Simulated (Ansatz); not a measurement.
# Run report: CH7BFNSi2, geometry relaxation (part 2 of 2)

Continued. System: CH7BFNSi2. Method: RKS PBE0-D4/def2-SVP (Ansatz 0.2.0). It belongs to a series of runs on one base structure; here: end point B relaxed.

Geometry of the input (Å):
```
F  -1.3281  -0.5366  -2.3340
B  -0.6605  -0.6033  -1.0989
Si 0.8823  -1.5770  -0.4656
C  0.4139  -0.6227  0.9811
N  -0.8105  -0.0254  0.3136
Si -0.6520  1.7914  0.2166
H  2.1946  -1.0763  -1.0329
H  0.7190  -3.0097  -0.3618
H  1.1221  0.0970  1.3803
H  0.0083  -1.3090  1.8224
H  -0.6829  2.3533  1.5911
H  -1.6823  0.2738  0.7953
H  -1.8228  2.3493  -0.5754
```

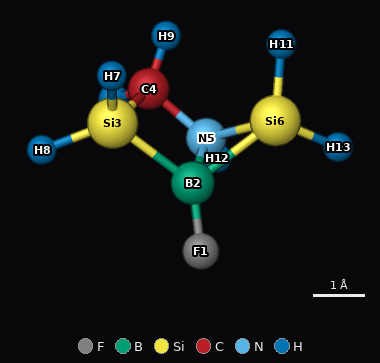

Fig. 1: The geometry at step 11 of the log (ball-and-stick view, seen at a tilt; atoms are numbered from 1 in the order of the input).

Trajectory as extended XYZ, continued
```
13
Properties=species:S:1:pos:R:3:forces:R:3 step=5 energy=-21767.11922
F    -1.6779   -0.3593   -1.9428    0.2638  -0.0934   0.1219
B    -0.7119   -0.4613   -1.0430    0.0159   0.1257  -0.2253
Si    1.0036   -1.4104   -0.5416   -0.1187   0.0423   0.0111
C     0.2540   -0.6550    1.0853    0.0324   0.1492   0.0482
N    -0.9056   -0.0475    0.3553   -0.0839   0.0103   0.4035
Si   -0.2947    1.9078   -0.1996   -0.2046  -0.5346  -0.0514
H     2.3832   -1.0492   -0.9692   -0.0335   0.0789   0.0334
H     0.8910   -2.9048   -0.4887    0.0163   0.0125  -0.0080
H     0.8355    0.1206    1.6240   -0.1458  -0.2264  -0.0920
H    -0.0963   -1.4087    1.8139    0.0648   0.0671  -0.1652
H    -0.4363    2.1942    1.2886    0.1541   0.1251  -0.0181
H    -1.8071   -0.0222    0.8355    0.0664   0.1126  -0.0954
H    -1.7365    2.2007   -0.5859   -0.0268   0.1307   0.0373
13
Properties=species:S:1:pos:R:3:forces:R:3 step=6 energy=-21767.21588
F    -1.7011   -0.3594   -1.9059    0.1706  -0.1055  -0.0090
B    -0.7139   -0.4277   -1.0203    0.1053   0.0499  -0.4278
Si    1.0067   -1.3584   -0.5371   -0.1207  -0.1228  -0.0212
C     0.2263   -0.6705    1.1062   -0.0019  -0.0006   0.2291
N    -0.9374   -0.0708    0.3908   -0.1218   0.2815   0.3864
Si   -0.2956    1.8147   -0.2888   -0.4307  -0.3365   0.3075
H     2.3830   -0.9629   -0.9430   -0.0276   0.0915   0.0333
H     0.9277   -2.8589   -0.5132    0.0534   0.0392   0.0136
H     0.7735    0.0883    1.6983   -0.0970  -0.1748  -0.0920
H    -0.1125   -1.4754    1.7881    0.0815   0.1405  -0.1973
H    -0.2689    2.2153    1.1910    0.2127   0.0186  -0.2691
H    -1.8477   -0.0412    0.8514    0.0670   0.0606   0.0002
H    -1.7390    2.2118   -0.5858    0.1090   0.0585   0.0462
13
Properties=species:S:1:pos:R:3:forces:R:3 step=7 energy=-21767.31753
F    -1.6940   -0.3793   -1.9140   -0.0036  -0.0978  -0.0712
B    -0.7080   -0.4001   -1.0211    0.2308  -0.0226  -0.4386
Si    1.0007   -1.3371   -0.5307   -0.0647  -0.1395  -0.0386
C     0.2005   -0.6782    1.1140   -0.0628  -0.1204   0.2694
N    -0.9657   -0.0746    0.4108   -0.0471   0.4413   0.2206
Si   -0.3357    1.7412   -0.3337   -0.4270  -0.1099   0.5378
H     2.3693   -0.8917   -0.9134   -0.0214   0.0651   0.0320
H     0.9729   -2.8394   -0.5096    0.0545   0.0383   0.0174
H     0.7336    0.0608    1.7365   -0.0434  -0.0819  -0.0413
H    -0.1304   -1.5121    1.7616    0.0381   0.1245  -0.1426
H    -0.0954    2.2272    1.1080    0.1647  -0.0783  -0.4531
H    -1.8796   -0.0367    0.8601    0.0369  -0.0536   0.0633
H    -1.7670    2.2249   -0.5367    0.1451   0.0348   0.0448
13
Properties=species:S:1:pos:R:3:forces:R:3 step=8 energy=-21767.43455
F    -1.6829   -0.4219   -1.9321   -0.0982  -0.1144  -0.0932
B    -0.6926   -0.3788   -1.0383    0.1931   0.1530  -0.3276
Si    0.9960   -1.3290   -0.5251    0.0156  -0.0787   0.0309
C     0.1757   -0.6862    1.1199   -0.0382  -0.1086   0.1348
N    -0.9847   -0.0647    0.4216    0.0169   0.4912   0.1025
Si   -0.4001    1.6960   -0.3492   -0.2952  -0.1138   0.6467
H     2.3580   -0.8371   -0.8819   -0.0227   0.0255   0.0359
H     1.0181   -2.8305   -0.4997    0.0366   0.0352   0.0049
H     0.7042    0.0321    1.7658   -0.0079  -0.0182   0.0038
H    -0.1591   -1.5359    1.7377   -0.0269   0.0485  -0.0604
H     0.0748    2.2399    1.0151    0.0270  -0.1550  -0.5880
H    -1.9017   -0.0474    0.8650    0.0071  -0.1411   0.0555
H    -1.8045    2.2684   -0.4671    0.1926  -0.0235   0.0543
13
Properties=species:S:1:pos:R:3:forces:R:3 step=9 energy=-21767.56522
F    -1.6851   -0.4566   -1.9426   -0.0282  -0.1071  -0.0306
B    -0.6754   -0.3258   -1.0630    0.2329  -0.0652  -0.3580
Si    0.9989   -1.3128   -0.5145   -0.1870   0.0504  -0.0350
C     0.1545   -0.6900    1.1290   -0.0111  -0.1062   0.0446
N    -1.0000   -0.0458    0.4387   -0.0263   0.2514   0.2284
Si   -0.4667    1.6346   -0.3437   -0.0807   0.2674   0.6649
H     2.3586   -0.7965   -0.8471    0.0095   0.0184   0.0610
H     1.0500   -2.8129   -0.5001    0.0228   0.0327   0.0130
H     0.6794    0.0065    1.8010   -0.0127  -0.0110   0.0193
H    -0.1921   -1.5552    1.7154   -0.0409   0.0255  -0.0173
H     0.2211    2.2415    0.8904   -0.0495  -0.1860  -0.6072
H    -1.9212   -0.0809    0.8754    0.0426  -0.1563  -0.0014
H    -1.8209    2.2987   -0.4070    0.1285  -0.0140   0.0182
13
Properties=species:S:1:pos:R:3:forces:R:3 step=10 energy=-21767.64168
F    -1.6747   -0.5117   -1.9539    0.1870  -0.0238   0.0712
B    -0.6456   -0.3021   -1.0948   -0.6813   0.5069  -0.1970
Si    0.9705   -1.2823   -0.5254    0.5899  -0.2537   0.3680
C     0.1399   -0.7005    1.1413    0.0327  -0.0819  -0.0313
N    -1.0082   -0.0373    0.4611   -0.1705   0.1713   0.1173
Si   -0.5224    1.6228   -0.3077    0.1623  -0.1226   0.2199
H     2.3465   -0.7637   -0.7999   -0.0287   0.0134  -0.0024
H     1.0594   -2.7809   -0.5046   -0.0440   0.0172  -0.0621
H     0.6631   -0.0205    1.8349   -0.0236  -0.0762  -0.0221
H    -0.2197   -1.5778    1.7033    0.0124   0.0575  -0.0294
H     0.3630    2.2624    0.7599   -0.2305  -0.1813  -0.4201
H    -1.9342   -0.1442    0.8834    0.1357  -0.0588  -0.0872
H    -1.8366    2.3407   -0.3659    0.0586   0.0321   0.0753
13
Properties=species:S:1:pos:R:3:forces:R:3 step=11 energy=-21767.68370
F    -1.6189   -0.6054   -2.0011   -0.2292  -0.0107   0.1518
B    -0.6714   -0.2939   -1.0908    0.2276   0.3267  -0.2610
Si    0.9865   -1.2511   -0.4885    0.0110  -0.1441  -0.0940
C     0.1138   -0.7099    1.1557   -0.0174  -0.0727   0.1971
N    -1.0332   -0.0259    0.4917    0.2086  -0.2006  -0.1229
Si   -0.5631    1.5950   -0.3168    0.0846   0.2222  -0.0205
H     2.3536   -0.7055   -0.7523   -0.0086   0.0104   0.0794
H     1.0588   -2.7488   -0.5779    0.0368   0.0442   0.0837
H     0.6447   -0.0493    1.8603   -0.0581  -0.0069   0.0343
H    -0.2628   -1.5851    1.7093    0.0635   0.0090  -0.0314
H     0.4606    2.2390    0.5869   -0.1140  -0.1439  -0.1436
H    -1.9482   -0.1612    0.9091   -0.2061   0.0056   0.1154
H    -1.8193    2.4071   -0.2537    0.0013  -0.0392   0.0115
13
Properties=species:S:1:pos:R:3:forces:R:3 step=12 energy=-21767.70599
F    -1.6858   -0.5849   -1.9722    0.1030  -0.0179   0.1003
B    -0.6787   -0.2551   -1.1235   -0.0266  -0.1231  -0.0504
Si    0.9926   -1.2481   -0.5000   -0.0852   0.0771   0.0814
C     0.1110   -0.7201    1.1455   -0.0782  -0.0083   0.0467
N    -1.0310   -0.0291    0.4787    0.2660  -0.1351  -0.0237
Si   -0.5791    1.6001   -0.3406    0.1145   0.2421   0.2400
H     2.3693   -0.6868   -0.6828   -0.0469  -0.0048  -0.0414
H     1.1016   -2.7465   -0.5248   -0.0184   0.0656  -0.0693
H     0.6251   -0.0696    1.8722   -0.0124  -0.0250  -0.0101
H    -0.2615   -1.6100    1.6772    0.0013   0.0156  -0.0156
H     0.5194    2.2145    0.5043   -0.2484  -0.1352  -0.1913
H    -1.9490   -0.1720    0.8975   -0.0654   0.0778  -0.0270
H    -1.8327    2.4125   -0.1997    0.0966  -0.0287  -0.0395
13
Properties=species:S:1:pos:R:3:forces:R:3 step=13 energy=-21767.71715
F    -1.6854   -0.6073   -1.9489    0.0347  -0.0188  -0.0006
B    -0.6745   -0.2649   -1.1135   -0.0241  -0.0044   0.0164
Si    0.9918   -1.2387   -0.4868    0.0018   0.0060  -0.0550
C     0.1066   -0.7269    1.1613   -0.0473   0.0124  -0.0220
N    -1.0232   -0.0320    0.4799    0.1242  -0.0234   0.0874
Si   -0.5678    1.6018   -0.3428   -0.0337   0.0232   0.0261
H     2.3567   -0.6625   -0.6970   -0.0082  -0.0105   0.0164
H     1.1017   -2.7330   -0.5655    0.0071   0.0272   0.0130
H     0.6134   -0.0807    1.8962    0.0003  -0.0194  -0.0066
H    -0.2723   -1.6195    1.6829   -0.0095   0.0025  -0.0133
H     0.5182    2.2069    0.4972   -0.0661  -0.0306  -0.0488
H    -1.9468   -0.1582    0.8937   -0.0355   0.0578  -0.0305
H    -1.8173    2.4197   -0.2249    0.0563  -0.0221   0.0176
13
Properties=species:S:1:pos:R:3:forces:R:3 step=14 energy=-21767.72020
F    -1.6841   -0.6317   -1.9423    0.0003  -0.0079  -0.0081
B    -0.6779   -0.2672   -1.1119   -0.0422   0.0266   0.0030
Si    0.9922   -1.2298   -0.4873    0.0204  -0.0379  -0.0032
C     0.1012   -0.7342    1.1619   -0.0307   0.0486  -0.0026
N    -1.0203   -0.0247    0.4843    0.0878  -0.0862   0.0384
Si   -0.5709    1.6007   -0.3522   -0.0527   0.0117  -0.0130
H     2.3558   -0.6484   -0.6853    0.0009   0.0100   0.0062
H     1.1126   -2.7213   -0.5711    0.0044  -0.0015  -0.0005
H     0.6112   -0.1012    1.9057   -0.0070  -0.0034   0.0062
H    -0.2869   -1.6295    1.6718   -0.0015  -0.0064  -0.0172
H     0.5229    2.2024    0.4674    0.0428   0.0173   0.0095
H    -1.9462   -0.1377    0.8972   -0.0250   0.0375  -0.0179
H    -1.8086    2.4273   -0.2064    0.0028  -0.0085  -0.0006
13
Properties=species:S:1:pos:R:3:forces:R:3 step=15 energy=-21767.71825 accepted=F
F    -1.7033   -0.6640   -1.9369    0.1281   0.0389   0.1381
B    -0.6947   -0.2728   -1.1149   -0.0005   0.0367   0.0363
Si    0.9979   -1.2183   -0.4817   -0.0669   0.0545  -0.0060
C     0.0932   -0.7393    1.1668    0.0317  -0.1864   0.0760
N    -1.0115   -0.0252    0.4917   -0.1482   0.1732  -0.1867
Si   -0.5734    1.6001   -0.3640   -0.0246  -0.1207  -0.0832
H     2.3515   -0.6068   -0.6585    0.0003  -0.0092  -0.0253
H     1.1391   -2.7068   -0.5780    0.0198   0.0016   0.0109
H     0.5848   -0.1350    1.9466    0.0168   0.0094  -0.0439
H    -0.3092   -1.6516    1.6355    0.0422  -0.0138   0.0204
H     0.5675    2.1999    0.3919    0.0029  -0.0001   0.0315
H    -1.9417   -0.1076    0.9036    0.0055   0.0003   0.0230
H    -1.7991    2.4321   -0.1703   -0.0071   0.0157   0.0089
13
Properties=species:S:1:pos:R:3:forces:R:3 step=16 energy=-21767.72191
F    -1.6909   -0.6483   -1.9346    0.0125   0.0028   0.0127
B    -0.6845   -0.2677   -1.1106   -0.0231  -0.0016  -0.0001
Si    0.9941   -1.2246   -0.4841    0.0011   0.0041  -0.0071
C     0.0950   -0.7400    1.1647    0.0084  -0.0077   0.0197
N    -1.0167   -0.0230    0.4875   -0.0070  -0.0122  -0.0081
Si   -0.5730    1.6010   -0.3594    0.0008  -0.0085  -0.0176
H     2.3516   -0.6268   -0.6762    0.0008   0.0033   0.0048
H     1.1304   -2.7143   -0.5730    0.0013   0.0001  -0.0010
H     0.5993   -0.1208    1.9240   -0.0037  -0.0022  -0.0055
H    -0.2985   -1.6445    1.6546   -0.0006   0.0035  -0.0052
H     0.5450    2.2010    0.4308    0.0091   0.0069   0.0072
H    -1.9459   -0.1179    0.8988    0.0027   0.0102  -0.0041
H    -1.8049    2.4306   -0.1907   -0.0022   0.0014   0.0044
13
Properties=species:S:1:pos:R:3:forces:R:3 step=17 energy=-21767.72212
F    -1.6961   -0.6580   -1.9293    0.0131   0.0051   0.0083
B    -0.6889   -0.2701   -1.1100   -0.0101  -0.0038   0.0098
Si    0.9946   -1.2206   -0.4834   -0.0007  -0.0032   0.0009
C     0.0921   -0.7433    1.1661    0.0057  -0.0139   0.0081
N    -1.0159   -0.0224    0.4879   -0.0181   0.0023  -0.0161
Si   -0.5711    1.5993   -0.3649   -0.0009   0.0078  -0.0054
H     2.3493   -0.6139   -0.6686   -0.0018   0.0006  -0.0022
H     1.1384   -2.7092   -0.5775    0.0043   0.0006   0.0013
H     0.5941   -0.1288    1.9306   -0.0016  -0.0007  -0.0055
H    -0.3045   -1.6505    1.6486    0.0017   0.0033  -0.0012
H     0.5544    2.1987    0.4165    0.0029  -0.0019   0.0008
H    -1.9459   -0.1080    0.8997    0.0080   0.0003   0.0007
H    -1.7995    2.4317   -0.1838   -0.0027   0.0035   0.0006
```

Summary

| quantity | value |
| --- | --- |
| outcome | converged |
| total energy | −21767.7221 eV |
| mean-field energy | −21767.4148 eV |
| largest force (length of the vector) at the end | 0.024 eV/Å |
| hardware | 2 threads of Intel Xeon (Granite Rapids), 16 GiB of memory available, shared host |
| wall time | 45 s (CPU time 86 s) |
| peak memory | 0.33 GiB |
